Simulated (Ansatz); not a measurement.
CH6AsPS: phonon calculation

System: CH6AsPS.
Method: RKS B3LYP-D4/def2-SVP (Ansatz 0.2.0).

It belongs to a series of runs on one base structure; here: vibrations at the highest image of the band. Figures and captions count atoms from 1; the log counts them from 0 in places.

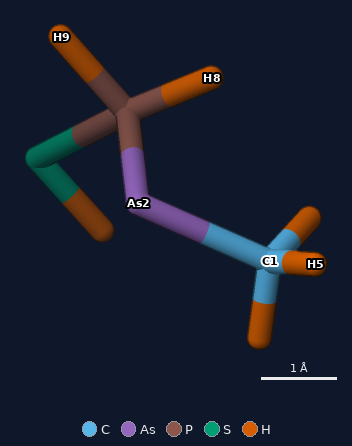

Fig. 1: The structure (stick view, seen at a tilt; atoms are numbered from 1 in the order of the input). Bond lengths as drawn: As–C 2.00 Å, As–P 2.26 Å, C–H 1.10 Å, H–P 1.41 to 1.49 Å, H–S 1.35 Å and P–S 2.27 Å.

### Input file
```yaml
crystal:
  periodic: [false, false, false]
  atoms:
    - { symbol: C, position_ang: [-1.158115, -0.31096, -1.327908] }
    - { symbol: As, position_ang: [-1.401689, -0.174562, 0.649063] }
    - { symbol: P, position_ang: [0.818091, -0.196384, 1.092523] }
    - { symbol: S, position_ang: [2.025227, 1.679154, 1.531668] }
    - { symbol: H, position_ang: [-1.92871, -0.991814, -1.721013] }
    - { symbol: H, position_ang: [-1.308564, 0.679542, -1.783019] }
    - { symbol: H, position_ang: [-0.161815, -0.68701, -1.610913] }
    - { symbol: H, position_ang: [0.37556, -1.492823, 0.497825] }
    - { symbol: H, position_ang: [0.847838, -0.647147, 2.430834] }
    - { symbol: H, position_ang: [1.975378, 2.090904, 0.243939] }
basis:
  gaussian: { orbitals: def2-SVP }
hamiltonian:
  xc: b3lyp
  dispersion: d4
phonons: {}
```

Launched with:
```bash
ansatz run input.yaml --threads 2 --pin off --max-ram 3072MiB --backend cpu --events-out ev --progress --plain --runs-dir out
```

### What the program printed
```
Engine: ansatz 0.2.0, x86_64-unknown-linux-gnu
Functional definition: B3LYP
  parameter a0 = 0.2
  parameter ax = 0.72
  parameter ac = 0.81
  exchange = (1 - a0 - ax)*slater_x + ax*b88_x + a0*exact_x
  correlation = (1 - ac)*vwn_rpa_c + ac*lyp_c
1169 factors; integrals over basis functions are off by at most 3.5e-4 eV
mean field evaluation 1: about -82081.1480 eV, gradient 4.5e1 eV
mean field evaluation 2: about -82075.2246 eV, gradient 6.1e1 eV
mean field evaluation 4: about -82085.8368 eV, gradient 1.0e1 eV
mean field evaluation 8: about -82086.2530 eV, gradient 1.5e-1 eV
mean field evaluation 16: about -82086.2530 eV, gradient 3.0e-5 eV
mean field -82086.25304914 eV, -3016.6141594953 hartree, gradient 3.0e-5 eV, S^2 0.000000; 0 other end points of the search recorded, 0 dependent functions left out
the calculation of the forces begins
reference -82086.25328886 eV, -3016.6141683046 hartree; 38, 38 occupied and 74, 74 virtual orbitals, 1169 factors
these checks for a lower state are left out or cut short: stability, starts, cluster_reference, orbital_swaps, neighbouring_geometries, increment
1169 factors; integrals over basis functions are off by at most 3.5e-4 eV
mean field -82086.25284437 eV, -3016.6141519700 hartree, gradient 1.1e-6 eV, S^2 0.000000; 0 other end points of the search recorded, 0 dependent functions left out
[... from here on the field's lines of each further geometry are left out, up to the last ...]
the calculation of the forces begins
reference -82086.25323781 eV, -3016.6141664287 hartree; 38, 38 occupied and 74, 74 virtual orbitals, 1169 factors
these checks for a lower state are left out or cut short: stability, starts, cluster_reference, orbital_swaps, neighbouring_geometries, increment
1169 factors; integrals over basis functions are off by at most 3.5e-4 eV
mean field -82086.25295367 eV, -3016.6141559867 hartree, gradient 1.9e-6 eV, S^2 0.000000; 0 other end points of the search recorded, 0 dependent functions left out
the calculation of the forces begins
reference -82086.25319334 eV, -3016.6141647945 hartree; 38, 38 occupied and 74, 74 virtual orbitals, 1169 factors
WARN: phonons: modes at or below zero, which the zero-point energy, F, S and C_V leave out: 1, the lowest at -805.16 cm⁻¹. A minimum has none, and a first-order saddle one
Total energy: -82086.70349614 eV, -3016.6307131169 hartree
Atom 0 at    -1.158115    -0.310960    -1.327908 Å, force    -0.002643     0.007177    -0.000520 eV/Å
Atom 1 at    -1.401689    -0.174562     0.649063 Å, force     0.002411     0.001057    -0.005349 eV/Å
Atom 2 at     0.818091    -0.196384     1.092523 Å, force     0.003469     0.025100     0.019057 eV/Å
Atom 3 at     2.025227     1.679154     1.531668 Å, force    -0.000568    -0.006022    -0.010578 eV/Å
Atom 4 at    -1.928710    -0.991814    -1.721013 Å, force     0.002175    -0.000086    -0.004711 eV/Å
Atom 5 at    -1.308564     0.679542    -1.783019 Å, force    -0.001026    -0.005178    -0.001936 eV/Å
Atom 6 at    -0.161815    -0.687010    -1.610913 Å, force    -0.006625     0.000111     0.001038 eV/Å
Atom 7 at     0.375560    -1.492823     0.497825 Å, force    -0.000167    -0.019753    -0.004496 eV/Å
Atom 8 at     0.847838    -0.647147     2.430834 Å, force     0.004143    -0.002031     0.000334 eV/Å
Atom 9 at     1.975378     2.090904     0.243939 Å, force    -0.001169    -0.000375     0.007160 eV/Å
Dipole moment:    -0.096871    -0.200715    -0.279694 e Å
Vibrations: -805.16 91.84 103.83 179.61 223.00 242.88 299.93 434.90 537.59 566.13 692.90 799.56 841.59 859.79 1115.96 1271.20 1423.13 1448.31 1986.98 2477.49 2675.79 3024.31 3126.78 3132.20 cm⁻¹, zero-point energy 1.708236 eV
```

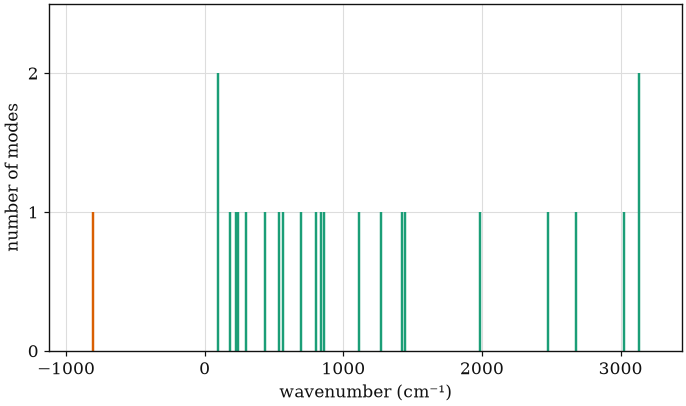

Fig. 2: Harmonic vibrational wavenumbers from the force constants; neighbouring modes closer than 18 cm⁻¹ are counted in one stick, and imaginary ones are drawn at negative wavenumbers. 24 modes from 805i to 3132 cm⁻¹, 1 imaginary beyond 8i (805i cm⁻¹): a first-order saddle point, if the geometry is stationary.

### Summary

- outcome: converged
- total energy: −82086.7035 eV
- mean-field energy: −82086.2533 eV
- largest force (length of the vector): 0.032 eV/Å
- hardware: 2 threads of Intel Xeon @ 2.50GHz (Skylake/Cascade Lake), 16 GiB of memory available, shared host
- wall time: 2.7 min (CPU time 5.2 min)
- peak memory: 0.29 GiB
